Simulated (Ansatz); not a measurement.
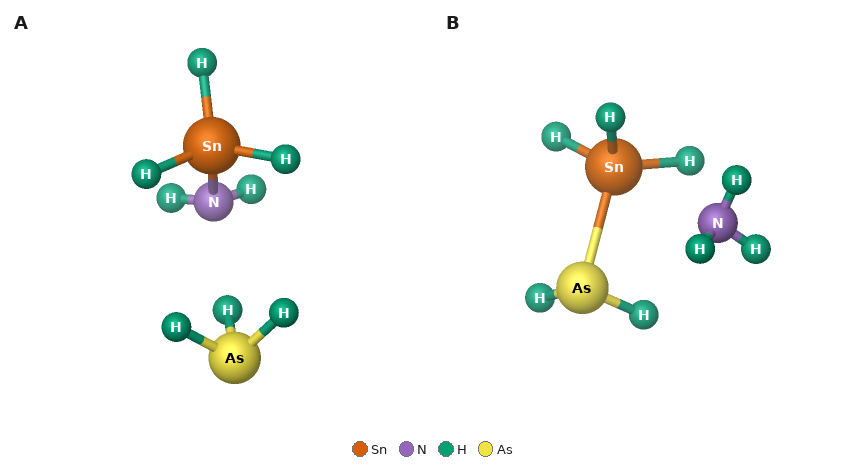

2 stationary structures of one formula. Geometries: PBE0-D4/def2-TZVP. Electronic energies: CCSD(T)/CBS (MP2 limit from def2-TZVPP and def2-QZVPP plus CCSD(T) − MP2) (Ansatz 0.2.0), without zero-point energy. Each is one conformer, not always the lowest.

### Which is lowest in energy, and by how much?

B is lowest (a minimum); A lies 18.9 kcal/mol above it (a minimum).

Give E(B) − E(A) in kcal/mol at these levels too: PBE0-D4/def2-TZVP; PBE-QIDH (frozen core)/def2-TZVPP; direct RPA on PBE orbitals (frozen core)/def2-TZVPP; B2PLYP (frozen core)/def2-TZVPP; PBE0-D4/def2-SVP; B3LYP-D4/def2-TZVPP; r2SCAN-D4/def2-TZVPP; RHF-MP2 (frozen core)/def2-QZVPP.

| level | E(B) − E(A) (kcal/mol) |
| --- | --- |
| PBE0-D4/def2-TZVP | −20.4 |
| PBE-QIDH (frozen core)/def2-TZVPP | −19.8 |
| direct RPA on PBE orbitals (frozen core)/def2-TZVPP | −16.2 |
| B2PLYP (frozen core)/def2-TZVPP | −18.2 |
| PBE0-D4/def2-SVP | −22.3 |
| B3LYP-D4/def2-TZVPP | −19.4 |
| r2SCAN-D4/def2-TZVPP | −19.6 |
| RHF-MP2 (frozen core)/def2-QZVPP | −19.3 |
